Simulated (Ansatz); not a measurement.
# What AgGeF3 (model cell, started as cubic perovskite with Ge in the octahedra) distorts into, part 2 of 3

Wanted: the energy along a soft mode of AgGeF3 (model cell, started as cubic perovskite with Ge in the octahedra) and the structure at the end.

Ansatz 0.2.0; DFT PBEsol, scalar-relativistic, plane waves, PAW; PAW set soft_1.

So far, highest frequency on the path or at a solved wavevector (cm⁻¹): step 2 (the dispersion) 344. Also lowest frequency on the path (cm⁻¹): step 2 -190.

The structure was built from a prototype and need not be the compound's stable phase.

**5. Energy along the mode, all amplitudes (two of the runs are shown above)**

An imaginary frequency means negative curvature, so the energy should fall and then rise again as anharmonic terms take over.

This step gave:

- depth at the lowest point sampled: 11.15 meV/atom
- largest atomic shift at that point: 0.22 Å

Table of energy from the parent by largest atomic shift:

```csv
largest atomic shift (Å),energy from the parent (meV/atom)
0.000,0
0.040,-0.903
0.080,-3.38
0.140,-8.49
0.220,-11.2
0.320,15.1
```

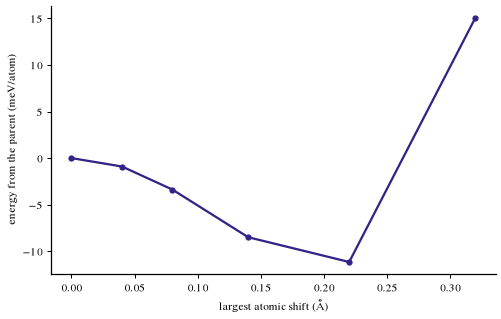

Energy from the parent, plotted against largest atomic shift.

Displacement at unit largest shift by atom:

```csv
atom,x (Å),y (Å),z (Å),size
Ag1,0.000,0.014,0.014,0.020
Ge2,0.000,-0.116,-0.116,0.164
F3,0.000,-0.295,0.955,1.000
F4,0.000,0.955,-0.295,1.000
F5,0.000,-0.295,-0.295,0.417
```

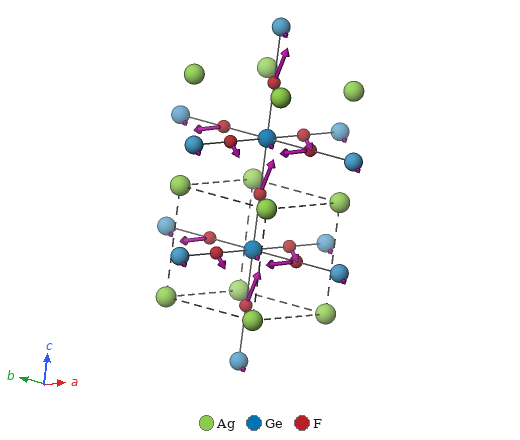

Displacement at unit largest shift as arrows, the longest 1.000 Å. 1×1×2 cells are drawn. Some periodic images of atoms are drawn too.

The lowest of the steps tried is at 0.22 Å, 11.2 meV/atom below the parent; the bottom of the well need not coincide with a step.

**6. Relaxation from the frozen mode**

Starting from the lowest point found, all atoms and the cell are let go, so that strain and other modes of the same symmetry can join in.

Input file input.yaml:

```yaml
crystal:
  lattice:
    - [4.2639971677, 0.0, 0.0]
    - [0.0, 4.2639971677, 0.0]
    - [0.0, 0.0, 4.2639971677]
  atoms:
    - { symbol: Ag, position: [0.0, 0.0006971552, 0.0006971552] }
    - { symbol: Ge, position: [0.5, 0.49403519, 0.49403519] }
    - { symbol: F, position: [0.5, 0.4847739796, 0.0492969546] }
    - { symbol: F, position: [0.5, 0.0492969546, 0.4847739796] }
    - { symbol: F, position: [0.0, 0.4847739796, 0.4847739796] }
kpoints:
  mp_grid: { grid: [8, 8, 8] }
hamiltonian:
  xc: pbesol
  pseudopotentials: { kind: paw, azcp: { folder: soft_1 }, xc_functional: pbe }
scf:
  occupations: { method: methfessel_paxton, width: 0.2 }
output:
  forces: true
  stress: true
  eigenvalues: true
relax:
  adjacent_minimum: "off"
  f_tol: 0.002
  max_steps: 120
  cell: { stress_tol: 0.03 }
```

Launch:

```
ansatz run input.yaml --threads 4 --pin off --max-ram 16384MiB --backend cpu --events-out ev --progress --plain --runs-dir out
```

Numbers of over 12 decimals in the logs are rounded to 6 here.

The log of the run:

```text
[...]
Crystal: 5 atoms, lattice volume = 77.527 Å³
Basis set: ecut = 420 eV, 1503 PW (Γ), exchange–correlation on 60×60×60 points (8 copies of the dense FFT grid, shifted against one another)
Bands: 33, of which v1, the nominal top of the filled ones, is band 27 counted from 1 (26 counted from 0)
Symmetry: 4 space group operations
[...]
k-points: 105 of 512 (time reversal used)
[...]
SCF iter   1: F=—  HF=-14183.993309 eV  |F-HF|=—  |Δ(HF+E_count)|=         —  Δρ=2.11e-1  dr2=3.37e1  ethr=3.10e-3  ⟨swp⟩=5.1  Hψ=12772  notcnv=0
[...]
SCF iter  12: F=-14175.678836 eV  HF=-14175.678835 eV  |F-HF|=2.54e-8  |Δ(HF+E_count)|=   1.98e-7  S|Δr|=    0.00e0  Δρ=6.67e-6  dr2=4.10e-8  ethr=1.85e-10  ⟨swp⟩=10.6  Hψ=15206  notcnv=0
SCF 1 converged in 12 iterations: F = -14175.678836 eV  dr2 = 4.10e-8
[...]
relax step   1: F+E_penalty+E_count = -14175.67883552 eV  Δ(F+E_penalty+E_count) = +0.000e0 eV  max|allowed force component| = 3.404e-1 eV/Å  Δτ_max = 0.0000 Å  P = +2.103 GPa  Ω = 77.527 Å³  (12 SCF iters, dr2 threshold 1.00e-7 eV, accepted)
Crystal: 5 atoms, lattice volume = 79.642 Å³
Basis set: ecut = 420 eV, 1551 PW (Γ), exchange–correlation on 60×60×60 points (8 copies of the dense FFT grid, shifted against one another)
[...]
SCF iter   9: F=-14175.736449 eV  HF=-14175.736449 eV  |F-HF|=1.41e-8  |Δ(HF+E_count)|=   4.34e-8  S|Δr|=    0.00e0  Δρ=1.24e-5  dr2=1.61e-7  ethr=9.26e-10  ⟨swp⟩=5.0  Hψ=12911  notcnv=0
SCF 2 converged in 9 iterations: F = -14175.736449 eV  dr2 = 1.61e-7
relax step   2: F+E_penalty+E_count = -14175.73644899 eV  Δ(F+E_penalty+E_count) = -5.761e-2 eV  max|allowed force component| = 2.078e-1 eV/Å  Δτ_max = 0.0460 Å  P = +0.336 GPa  Ω = 79.642 Å³  energy of the carried Pulay correction = -4.141e-3 eV  (9 SCF iters, dr2 threshold 5.00e-7 eV, accepted)
Crystal: 5 atoms, lattice volume = 82.309 Å³
Basis set: ecut = 420 eV, 1613 PW (Γ), exchange–correlation on 60×60×60 points (8 copies of the dense FFT grid, shifted against one another)
[...]
SCF iter   8: F=-14175.860005 eV  HF=-14175.860005 eV  |F-HF|=3.57e-8  |Δ(HF+E_count)|=   2.51e-7  S|Δr|=    0.00e0  Δρ=1.23e-5  dr2=1.28e-7  ethr=9.26e-10  ⟨swp⟩=5.4  Hψ=14327  notcnv=0
SCF 3 converged in 8 iterations: F = -14175.860005 eV  dr2 = 1.28e-7
relax step   3: F+E_penalty+E_count = -14175.86000478 eV  Δ(F+E_penalty+E_count) = -1.236e-1 eV  max|allowed force component| = 2.621e-1 eV/Å  Δτ_max = 0.1098 Å  P = -1.993 GPa  Ω = 82.309 Å³  energy of the carried Pulay correction = -9.203e-3 eV  (8 SCF iters, dr2 threshold 5.00e-7 eV, accepted)
[... from here on, the SCF cycles and remarks between the steps are left out ...]
relax step   4: F+E_penalty+E_count = -14175.97018710 eV  Δ(F+E_penalty+E_count) = -1.102e-1 eV  max|allowed force component| = 3.377e-1 eV/Å  Δτ_max = 0.1242 Å  P = -3.404 GPa  Ω = 84.244 Å³  energy of the carried Pulay correction = -1.277e-2 eV  (8 SCF iters, dr2 threshold 5.00e-7 eV, accepted)
relax step   5: F+E_penalty+E_count = -14175.87377361 eV  Δ(F+E_penalty+E_count) = +9.641e-2 eV  max|allowed force component| = 1.130e0 eV/Å  Δτ_max = 0.1942 Å  P = +1.573 GPa  Ω = 81.966 Å³  energy of the carried Pulay correction = -8.563e-3 eV  (8 SCF iters, dr2 threshold 5.00e-7 eV, rejected (line search))
relax step   6: F+E_penalty+E_count = -14176.03460677 eV  Δ(F+E_penalty+E_count) = -6.442e-2 eV  max|allowed force component| = 1.852e-1 eV/Å  Δτ_max = 0.0362 Å  P = -1.582 GPa  Ω = 81.053 Å³  energy of the carried Pulay correction = -6.841e-3 eV  (13 SCF iters, accepted)
relax step   7: F+E_penalty+E_count = -14176.08425480 eV  Δ(F+E_penalty+E_count) = -4.965e-2 eV  max|allowed force component| = 1.523e-1 eV/Å  Δτ_max = 0.0358 Å  P = -0.683 GPa  Ω = 78.699 Å³  energy of the carried Pulay correction = -2.309e-3 eV  (8 SCF iters, dr2 threshold 5.00e-7 eV, accepted)
relax step   8: F+E_penalty+E_count = -14176.17060912 eV  Δ(F+E_penalty+E_count) = -8.635e-2 eV  max|allowed force component| = 2.790e-1 eV/Å  Δτ_max = 0.0769 Å  P = -0.018 GPa  Ω = 75.672 Å³  energy of the carried Pulay correction = +3.723e-3 eV  (8 SCF iters, dr2 threshold 5.00e-7 eV, accepted)
relax step   9: F+E_penalty+E_count = -14176.28323053 eV  Δ(F+E_penalty+E_count) = -1.126e-1 eV  max|allowed force component| = 3.734e-1 eV/Å  Δτ_max = 0.1118 Å  P = +1.462 GPa  Ω = 71.735 Å³  energy of the carried Pulay correction = +1.194e-2 eV  (8 SCF iters, dr2 threshold 5.00e-7 eV, accepted)
relax step  10: F+E_penalty+E_count = -14176.31491575 eV  Δ(F+E_penalty+E_count) = -3.169e-2 eV  max|allowed force component| = 1.647e-1 eV/Å  Δτ_max = 0.1736 Å  P = +3.403 GPa  Ω = 68.368 Å³  energy of the carried Pulay correction = +1.931e-2 eV  (8 SCF iters, dr2 threshold 5.00e-7 eV, accepted)
relax step  11: F+E_penalty+E_count = -14176.32716040 eV  Δ(F+E_penalty+E_count) = -1.224e-2 eV  max|allowed force component| = 1.497e-1 eV/Å  Δτ_max = 0.0386 Å  P = -1.507 GPa  Ω = 72.451 Å³  energy of the carried Pulay correction = +1.041e-2 eV  (8 SCF iters, dr2 threshold 5.00e-7 eV, accepted)
relax step  12: F+E_penalty+E_count = -14176.34201276 eV  Δ(F+E_penalty+E_count) = -1.485e-2 eV  max|allowed force component| = 1.458e-1 eV/Å  Δτ_max = 0.0481 Å  P = +0.556 GPa  Ω = 71.127 Å³  energy of the carried Pulay correction = +1.324e-2 eV  (7 SCF iters, dr2 threshold 5.00e-7 eV, accepted)
relax step  13: F+E_penalty+E_count = -14176.34194930 eV  Δ(F+E_penalty+E_count) = +6.346e-5 eV  max|allowed force component| = 1.003e-1 eV/Å  Δτ_max = 0.0230 Å  P = -0.421 GPa  Ω = 71.542 Å³  energy of the carried Pulay correction = +1.235e-2 eV  (6 SCF iters, dr2 threshold 5.00e-7 eV, accepted)
relax step  14: F+E_penalty+E_count = -14176.34584838 eV  Δ(F+E_penalty+E_count) = -3.899e-3 eV  max|allowed force component| = 1.869e-2 eV/Å  Δτ_max = 0.0339 Å  P = -0.016 GPa  Ω = 71.334 Å³  energy of the carried Pulay correction = +1.280e-2 eV  (6 SCF iters, dr2 threshold 5.00e-7 eV, accepted)
relax step  15: F+E_penalty+E_count = -14176.34615507 eV  Δ(F+E_penalty+E_count) = -3.067e-4 eV  max|allowed force component| = 6.578e-3 eV/Å  Δτ_max = 0.0039 Å  P = +0.018 GPa  Ω = 71.273 Å³  energy of the carried Pulay correction = +1.293e-2 eV  (5 SCF iters, dr2 threshold 8.25e-8 eV, accepted)
[...]
relax step  25: F+E_penalty+E_count = -14176.55384437 eV  Δ(F+E_penalty+E_count) = -2.775e-2 eV  max|allowed force component| = 1.169e-3 eV/Å  Δτ_max = 0.0000 Å  P = +0.581 GPa  Ω = 75.706 Å³  stress off target by 1.31e0 GPa  SCF on the basis re-selected at this cell (its energy is not comparable with the rows above)  (8 SCF iters)
relax step  26: F+E_penalty+E_count = -14176.55761052 eV  Δ(F+E_penalty+E_count) = -3.766e-3 eV  max|allowed force component| = 3.644e-2 eV/Å  Δτ_max = 0.0290 Å  P = +0.289 GPa  Ω = 77.229 Å³  energy of the carried Pulay correction = -3.749e-3 eV  (6 SCF iters, dr2 threshold 5.00e-7 eV, accepted)
relax step  27: F+E_penalty+E_count = -14176.55787594 eV  Δ(F+E_penalty+E_count) = -2.654e-4 eV  max|allowed force component| = 6.915e-2 eV/Å  Δτ_max = 0.0189 Å  P = +0.190 GPa  Ω = 78.159 Å³  energy of the carried Pulay correction = -6.233e-3 eV  (6 SCF iters, dr2 threshold 5.00e-7 eV, accepted)
relax step  28: F+E_penalty+E_count = -14176.55831600 eV  Δ(F+E_penalty+E_count) = -4.401e-4 eV  max|allowed force component| = 2.254e-2 eV/Å  Δτ_max = 0.0119 Å  P = +0.067 GPa  Ω = 78.451 Å³  energy of the carried Pulay correction = -7.060e-3 eV  (6 SCF iters, dr2 threshold 4.15e-7 eV, accepted)
relax step  29: F+E_penalty+E_count = -14176.55826531 eV  Δ(F+E_penalty+E_count) = +5.069e-5 eV  max|allowed force component| = 1.687e-2 eV/Å  Δτ_max = 0.0100 Å  P = -0.029 GPa  Ω = 78.494 Å³  energy of the carried Pulay correction = -7.177e-3 eV  (6 SCF iters, dr2 threshold 3.17e-8 eV, accepted)
relax step  30: F+E_penalty+E_count = -14176.55815581 eV  Δ(F+E_penalty+E_count) = +1.095e-4 eV  max|allowed force component| = 2.618e-3 eV/Å  Δτ_max = 0.0025 Å  P = +0.005 GPa  Ω = 78.541 Å³  energy of the carried Pulay correction = -7.314e-3 eV  (5 SCF iters, dr2 threshold 1.78e-8 eV, accepted)
relax step  31: F+E_penalty+E_count = -14176.55816357 eV  Δ(F+E_penalty+E_count) = -7.758e-6 eV  max|allowed force component| = 1.995e-4 eV/Å  Δτ_max = 0.0005 Å  P = -0.000 GPa  Ω = 78.539 Å³  energy of the carried Pulay correction = -7.307e-3 eV  (5 SCF iters, dr2 threshold 4.28e-10 eV, accepted)
relax step  32: F+E_penalty+E_count = -14176.56770975 eV  Δ(F+E_penalty+E_count) = -9.546e-3 eV  max|allowed force component| = 3.190e-4 eV/Å  Δτ_max = 0.0000 Å  P = +0.070 GPa  Ω = 78.539 Å³  stress off target by 2.77e-1 GPa  SCF on the basis re-selected at this cell (its energy is not comparable with the rows above)  (8 SCF iters)
relax step  33: F+E_penalty+E_count = -14176.56750532 eV  Δ(F+E_penalty+E_count) = +2.044e-4 eV  max|allowed force component| = 7.113e-3 eV/Å  Δτ_max = 0.0067 Å  P = +0.083 GPa  Ω = 78.937 Å³  energy of the carried Pulay correction = -8.555e-4 eV  (6 SCF iters, dr2 threshold 1.92e-7 eV, accepted)
relax step  34: F+E_penalty+E_count = -14176.56694540 eV  Δ(F+E_penalty+E_count) = +5.599e-4 eV  max|allowed force component| = 6.677e-3 eV/Å  Δτ_max = 0.0030 Å  P = +0.031 GPa  Ω = 79.257 Å³  energy of the carried Pulay correction = -1.580e-3 eV  (6 SCF iters, dr2 threshold 4.87e-8 eV, accepted)
relax step  35: F+E_penalty+E_count = -14176.56283769 eV  Δ(F+E_penalty+E_count) = +4.108e-3 eV  max|allowed force component| = 2.250e-1 eV/Å  Δτ_max = 0.0188 Å  P = -0.508 GPa  Ω = 79.437 Å³  energy of the carried Pulay correction = -2.002e-3 eV  (8 SCF iters, dr2 threshold 1.22e-8 eV, rejected (line search))
relax step  36: F+E_penalty+E_count = -14176.56696149 eV  Δ(F+E_penalty+E_count) = -1.610e-5 eV  max|allowed force component| = 3.396e-3 eV/Å  Δτ_max = 0.0030 Å  P = +0.050 GPa  Ω = 79.252 Å³  energy of the carried Pulay correction = -1.584e-3 eV  (11 SCF iters, accepted)
relax step  37: F+E_penalty+E_count = -14176.56656760 eV  Δ(F+E_penalty+E_count) = +3.939e-4 eV  max|allowed force component| = 1.111e-2 eV/Å  Δτ_max = 0.0022 Å  P = -0.021 GPa  Ω = 79.409 Å³  energy of the carried Pulay correction = -1.945e-3 eV  (6 SCF iters, dr2 threshold 1.53e-8 eV, rejected (line search))
relax step  38: F+E_penalty+E_count = -14176.56679052 eV  Δ(F+E_penalty+E_count) = +1.710e-4 eV  max|allowed force component| = 7.603e-4 eV/Å  Δτ_max = 0.0006 Å  P = +0.011 GPa  Ω = 79.335 Å³  energy of the carried Pulay correction = -1.775e-3 eV  (9 SCF iters, accepted)
relax step  39: F+E_penalty+E_count = -14176.56881254 eV  Δ(F+E_penalty+E_count) = -2.022e-3 eV  max|allowed force component| = 7.561e-4 eV/Å  Δτ_max = 0.0000 Å  P = +0.022 GPa  Ω = 79.335 Å³  stress off target by 6.15e-2 GPa  SCF on the basis re-selected at this cell (its energy is not comparable with the rows above)  (6 SCF iters)
relax step  40: F+E_penalty+E_count = -14176.56852443 eV  Δ(F+E_penalty+E_count) = +2.881e-4 eV  max|allowed force component| = 2.815e-3 eV/Å  Δτ_max = 0.0019 Å  P = +0.007 GPa  Ω = 79.493 Å³  energy of the carried Pulay correction = -3.359e-4 eV  (6 SCF iters, dr2 threshold 9.47e-9 eV, accepted)
relax step  41: F+E_penalty+E_count = -14176.56838090 eV  Δ(F+E_penalty+E_count) = +1.435e-4 eV  max|allowed force component| = 3.009e-4 eV/Å  Δτ_max = 0.0007 Å  P = +0.001 GPa  Ω = 79.564 Å³  energy of the carried Pulay correction = -4.853e-4 eV  (7 SCF iters, dr2 threshold 4.95e-10 eV, accepted)
[...]
SCF iter   5: F=-14176.568860 eV  HF=-14176.568860 eV  |F-HF|=2.36e-11  |Δ(HF+E_count)|=  2.93e-10  S|Δr|=    0.00e0  Δρ=1.08e-7  dr2=5.03e-12  ethr=1.00e-12  ⟨swp⟩=5.7  Hψ=15098  notcnv=0
SCF 42 converged in 5 iterations: F = -14176.568860 eV  dr2 = 5.03e-12
relax step  42: F+E_penalty+E_count = -14176.56885972 eV  Δ(F+E_penalty+E_count) = -4.788e-4 eV  max|allowed force component| = 2.997e-4 eV/Å  Δτ_max = 0.0000 Å  P = +0.003 GPa  Ω = 79.564 Å³  stress off target by 1.55e-2 GPa  SCF on the basis re-selected at this cell (its energy is not comparable with the rows above)  (5 SCF iters)
[...]
SCF converged after 5 iterations
[...]
Free energy (F): -14176.568860 eV
[...]
Internal energy: -14176.568860 eV  (E = F + TS)
E sigma→0 (E₀):  -14176.568860 eV
Fermi energy:    6.312637 eV
[...]
--- Forces (eV/Å), atoms counted from 1 ---
  atom   1  Ag    -0.00000000     0.00029172     0.00029172
  atom   2  Ge     0.00000000    -0.00011966    -0.00011966
  atom   3  F      0.00000000    -0.00004581    -0.00029949
  atom   4  F     -0.00000000    -0.00029949    -0.00004581
  atom   5  F      0.00000000     0.00017435     0.00017435
  max |Σ_I F_I| component: 1.12e-6 eV/Å
--- Stress (GPa, compression-positive) ---
       -0.003527      -0.000000       0.000000
       -0.000000       0.006961      -0.008546
        0.000000      -0.008546       0.006961
  P = ⅓ Tr σ = 0.0035 GPa (0.035 kbar)
--- Band table (eV; the first three rows and the last of 105) ---
  k-point 0: bands = [... 23 lower, 3.1799, 3.2787, 3.3882, 3.5711, 8.7847, 11.2664, 12.0612, 12.8187, ... 2 higher]
  k-point 1: bands = [... 23 lower, 3.2070, 3.3941, 3.3998, 3.7196, 8.7497, 11.1219, 11.9761, 12.9876, ... 2 higher]
  k-point 2: bands = [... 23 lower, 3.3399, 3.4123, 3.5821, 4.1581, 8.6642, 10.9302, 11.7677, 13.1190, ... 2 higher]
  k-point 104: bands = [... 23 lower, 3.2561, 3.2862, 3.3672, 5.2774, 7.5245, 10.3361, 11.3950, 11.9071, ... 2 higher]
--- Relaxed structure (37 steps of the walk, 34 accepted, 5 SCFs on fresh bases) ---
  F+E_penalty+E_count = -14176.56885972 eV   max|allowed force component| = 2.997e-4 eV/Å   (the final SCF, on the basis selected at the relaxed cell)
  cell:  # Å, volume = 79.5641 Å³
    - [4.143304, 0, 0]
    - [0, 4.537837, -1.178523]
    - [0, -1.178523, 4.537837]
  atoms:
    - { symbol: Ag, position: [0, -0.032196, -0.032196] }
    - { symbol: Ge, position: [0.5, 0.546160, 0.546160] }
    - { symbol: F, position: [0.5, 0.431916, 0.114766] }
    - { symbol: F, position: [0.5, 0.114766, 0.431916] }
    - { symbol: F, position: [0, 0.452931, 0.452931] }
```

The job ended after 4.1 min (4 threads of Arm Neoverse V2, shared host; peak memory 0.56 GiB; 16 min of CPU time).

Step by step (22 of 42):

```csv
step,energy less that of the first step (eV),largest force component (eV/Å),pressure (GPa),volume (Å³)
1,0.0000,0.3404,2.10,77.53
3,-0.1812,0.2621,-1.99,82.31
5,-0.1949,1.1300,1.57,81.97
7,-0.4054,0.1523,-0.68,78.70
9,-0.6044,0.3734,1.46,71.74
11,-0.6483,0.1497,-1.51,72.45
13,-0.6631,0.1003,-0.42,71.54
15,-0.6673,0.0066,0.02,71.27
17,-0.6674,0.0011,0.00,71.28
19,-0.8281,0.1519,0.30,73.82
21,-0.8467,0.0389,-0.10,75.62
22,-0.8474,0.0108,0.08,75.61
24,-0.8473,0.0008,0.00,75.71
26,-0.8788,0.0364,0.29,77.23
28,-0.8795,0.0225,0.07,78.45
30,-0.8793,0.0026,0.01,78.54
32*,-0.8889,0.0003,0.07,78.54
34,-0.8881,0.0067,0.03,79.26
36,-0.8881,0.0034,0.05,79.25
38,-0.8880,0.0008,0.01,79.33
40,-0.8897,0.0028,0.01,79.49
42*,-0.8900,0.0003,0.00,79.56
```

Relaxation steps marked * repeat the geometry before them on a plane-wave basis chosen anew for their cell, so energy and pressure can jump there. Other such steps can lie between the rows shown. Relaxation steps 5, 35, 37 were tried and not accepted.

The run keeps the 4 symmetry operations that it works with, so distortions that break them were not tested.

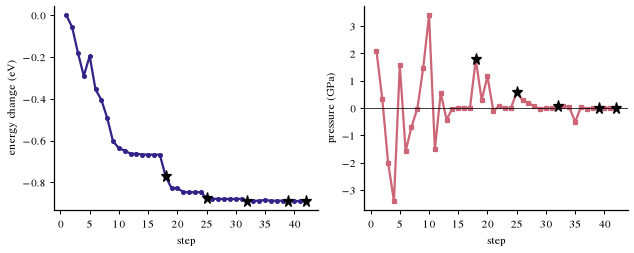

Energy and pressure along the relaxation. Stars mark steps on a basis chosen anew.

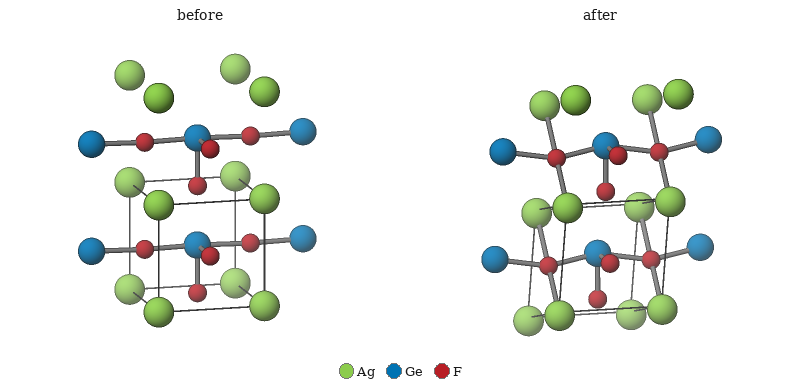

The structure before and after the relaxation, drawn at the same scale. Bonds to atoms that aren't drawn are left out.

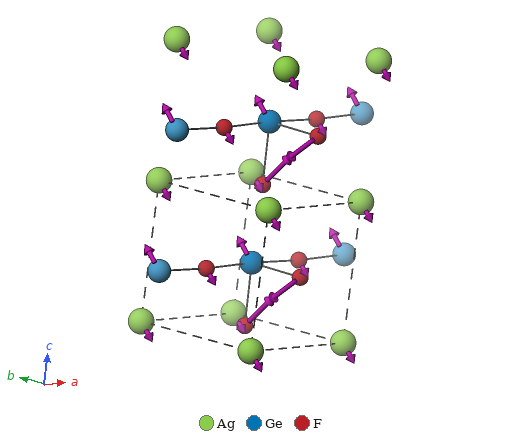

Displacements in the relaxation, exaggerated, measured against the changing cell; the longest in the cell stands for 0.48 Å. 1×1×2 cells are drawn. Some periodic images of atoms are drawn too.

```csv
cell as run,before,after,change
a (Å),4.264,4.143,-2.8 %
b (Å),4.264,4.688,+10.0 %
c (Å),4.264,4.688,+10.0 %
α (°),90.00,119.12,+32.4 %
volume (Å³/atom),15.51,15.91,+2.6 %
```

The atoms that moved most (Å, as changes of fractional coordinates times the final cell):

```csv
atom,dx,dy,dz,length
F3,0.000,-0.317,0.359,0.479
F4,0.000,0.359,-0.317,0.479
Ge2,0.000,0.175,0.175,0.248
Ag1,0.000,-0.110,-0.110,0.156
F5,0.000,-0.107,-0.107,0.151
```

The relaxed structure:

```xyz
5
Lattice="4.1433 0.0000 0.0000 0.0000 4.5378 -1.1785 0.0000 -1.1785 4.5378" Properties=species:S:1:pos:R:3 pbc="T T T"
Ag    0.0000   -0.1082   -0.1082
Ge    2.0717    1.8347    1.8347
F     2.0717    1.8247    0.0118
F     2.0717    0.0118    1.8247
F     0.0000    1.5215    1.5215
```

Numbers from this step:

```yaml
pressure: 0.003465 GPa
gap_on_the_k_mesh: 2.069 eV
volume_per_atom: 15.91 Å³
```

The distorted start has space group Amm2; the relaxation ends in Amm2.

(Continued in part 3 of 3.)

[Logs are printed without paths, hosts, clocks, repeated set-up lines and the standing remarks that a program may print on its own settings, such as how far it seeks lower states.]

[Hosts, paths, dates, database ids (printed as entryN), source tags and the programs' standing remarks are cut or masked in the printed files.]
